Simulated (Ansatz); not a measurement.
## HfCl4: single-point calculation

- system: HfCl4
- method: RKS PBE0-D4/def2-TZVP (Ansatz 0.2.0)

The geometry comes from this level: PBE-D4/def2-SVP. Figures and captions count atoms from 1; the log counts them from 0 in places.

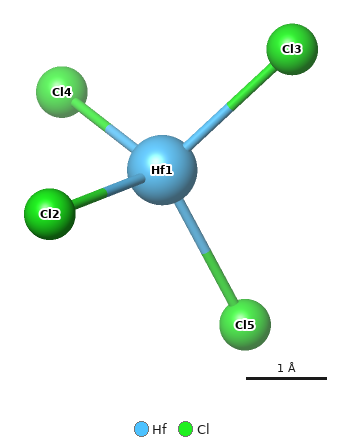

*The structure (ball-and-stick view, seen at a tilt; atoms are numbered from 1 in the order of the input). Sticks mark near contacts.*

### Input
```yaml
crystal:
  periodic: [false, false, false]
  atoms:
    - {symbol: Hf, position_ang: [0.000018, 0.000044, -0.000060]}
    - {symbol: Cl, position_ang: [0.009719, -0.015871, 2.336838]}
    - {symbol: Cl, position_ang: [2.200147, 0.009637, -0.788090]}
    - {symbol: Cl, position_ang: [-1.108747, 1.911226, -0.761439]}
    - {symbol: Cl, position_ang: [-1.101128, -1.905037, -0.787250]}
basis:
  gaussian: {orbitals: def2-TZVP, initial_orbitals: start.molden}
hamiltonian: {xc: pbe0, dispersion: d4}
scf: {omitted_lower_state_checks: [starts]}
output: {forces: true, orbitals: {seedname: orbitals}}
```

Machine: 2 threads of Arm Neoverse V2, 23 GiB of memory available, shared host.

Launch command:
```bash
ansatz run in.yaml --threads 2 --pin off --events-out ev --progress --plain --max-ram 4352MiB
```

### Output
```
Functional definition: PBE0
  name "PBE0"
  cite "Adamo & Barone, J. Chem. Phys. 110, 6158 (1999) doi:10.1063/1.478522"
  cite "Perdew, Burke & Ernzerhof, Phys. Rev. Lett. 77, 3865 (1996) doi:10.1103/PhysRevLett.77.3865"
  parent pbe
  parameter a = 0.25
  parameter kappa = 0.804
  parameter beta = 0.06672455060314922
  exchange = (1 - a)*pbe_x(kappa = kappa, mu = beta*pi^2/3) + a*exact_x
  correlation = pbe_c(beta = beta)
these checks for a lower state are left out or cut short: starts
1465 factors; their error is unknown
mean field evaluation 1: about -51388.1756 eV, gradient 1.9e2 eV
mean field evaluation 2: about -51390.9966 eV, gradient 4.0e0 eV
mean field evaluation 4: about -51391.1991 eV, gradient 1.5e-1 eV
mean field -51391.19912530 eV, -1888.5917336488 hartree, gradient 7.1e-5 eV, S^2 0.000000; 0 other end points of the search recorded, 0 dependent functions left out
the calculation of the forces begins
reference -51391.19915842 eV, -1888.5917348662 hartree; 40, 40 occupied and 148, 148 virtual orbitals, 1465 factors
Total energy: -51391.37501739 eV, -1888.5981975638 hartree
Atom 0 at     0.000018     0.000044    -0.000060 Å, force     0.000026     0.000054    -0.000098 eV/Å
Atom 1 at     0.009719    -0.015871     2.336838 Å, force    -0.001439     0.002491    -0.353957 eV/Å
Atom 2 at     2.200147     0.009637    -0.788090 Å, force    -0.333765    -0.001375     0.119447 eV/Å
Atom 3 at    -1.108747     1.911226    -0.761439 Å, force     0.168284    -0.289940     0.115429 eV/Å
Atom 4 at    -1.101128    -1.905037    -0.787250 Å, force     0.166893     0.288770     0.119178 eV/Å
Dipole moment:     0.000008     0.000023    -0.000029 e Å
Checks for a lower state left out: starts
```

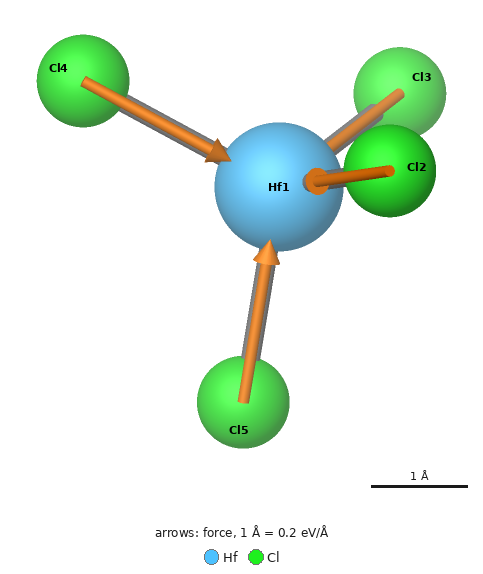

*Forces on the atoms as orange arrows (ball-and-stick view, seen at a tilt; atoms are numbered from 1 in the order of the input).*

The largest act on all 4 Cl atoms (0.35 eV/Å). The geometry is not a stationary point of this energy.

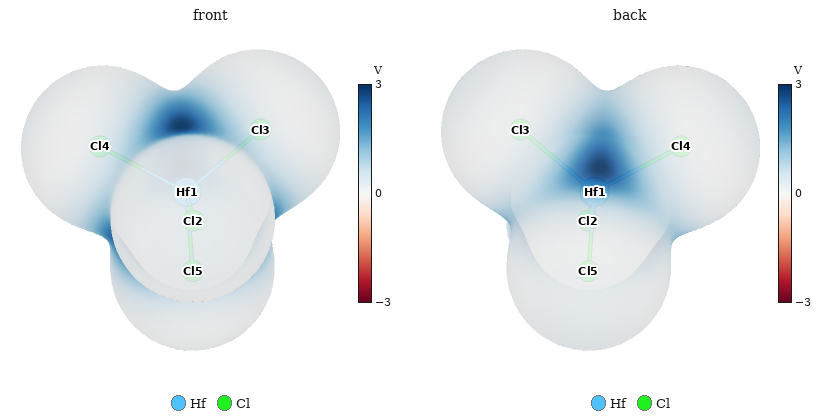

*The electrostatic potential painted on the density surface at 0.002 e/bohr³, seen face on and from behind; the colour scale runs from red (negative) to blue (positive).*

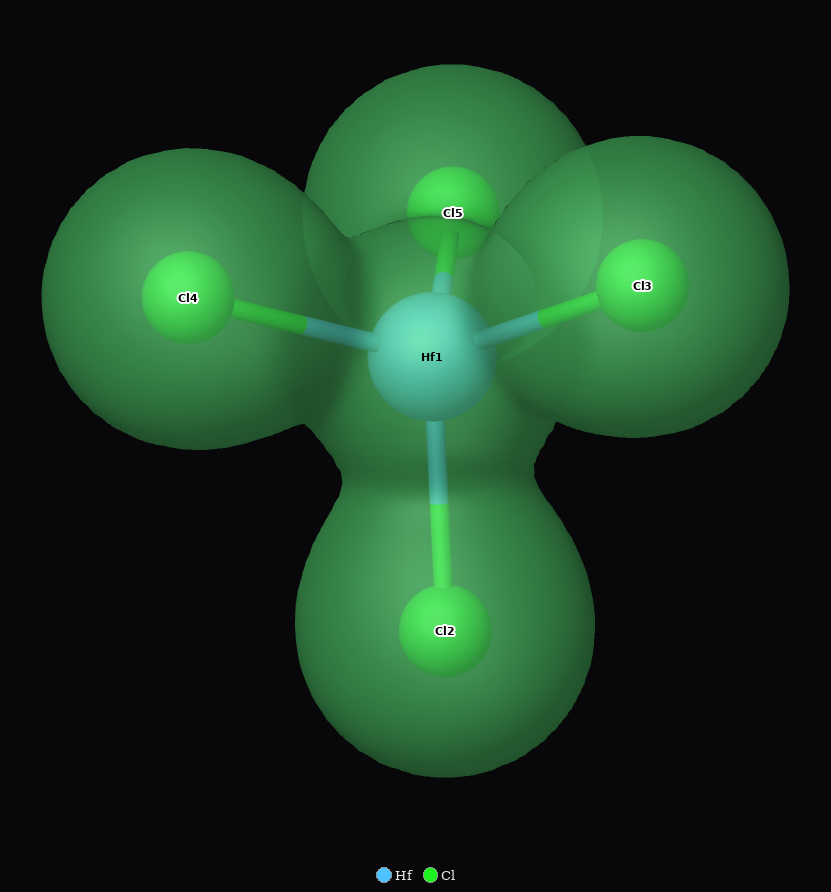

*Isosurface of the electron density at 0.2 e/Å³ (green), seen from the side.*

At this value the surface is in one piece. On the grid the lowest density along these lines, outside the cores, is 0.61 e/Å³ (Hf–Cl, 2.34 Å).

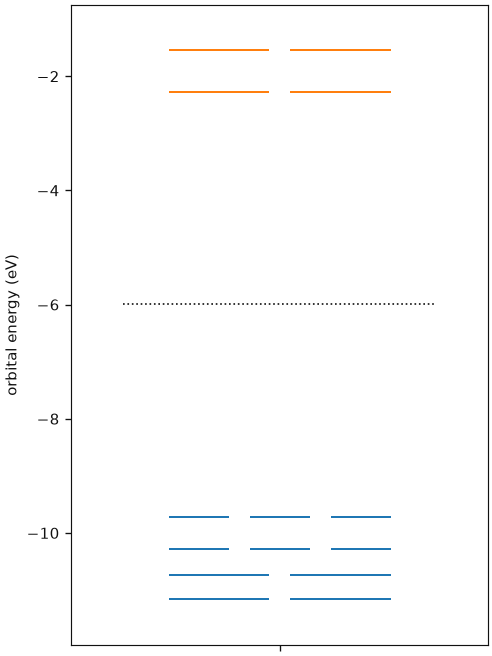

*Orbital energies near the frontier; the dotted line parts filled from empty levels, and levels within 0.02 eV of each other stand side by side.*

Highest filled −9.72 eV, lowest empty −2.27 eV, 7.45 eV apart.

### Key numbers

```json
{"quantity": "outcome", "value": "converged"}
{"quantity": "total energy", "value": "−51391.3750 eV"}
{"quantity": "mean-field energy", "value": "−51391.1992 eV"}
{"quantity": "dispersion energy", "value": "−0.1759 eV"}
{"quantity": "SCF solution under orbital rotations", "value": "stable"}
{"quantity": "HOMO", "value": "−9.72 eV"}
{"quantity": "LUMO", "value": "−2.27 eV"}
{"quantity": "largest force (length of the vector)", "value": "0.355 eV/Å"}
{"quantity": "dipole moment", "value": "0.00 D"}
{"quantity": "wall time", "value": "8 s (CPU time 15 s)"}
{"quantity": "peak memory", "value": "0.6 GiB"}
```
